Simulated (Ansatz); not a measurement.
Take BaTe in the rock salt structure (space group Fm-3m, No. 225; a = 7.0644 Å) as the base.

One thing is altered: every lattice vector is shortened by 1.50 %; the atoms relax in the strained cell.

Calculations: PBE (Ansatz, a first-principles code), spin-orbit coupling left out.

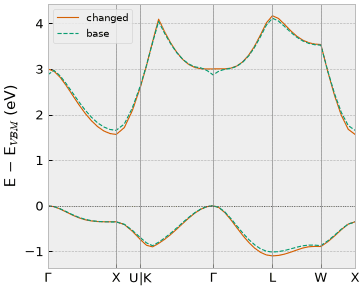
Figure: Highest valence and lowest conduction band along the path, each from its own valence-band maximum

The gap is 1.57 eV, indirect, Γ → X; the base has 1.66 eV.

With Te present, leaving out spin-orbit coupling can change the band edges. No phonon test of stability was made.
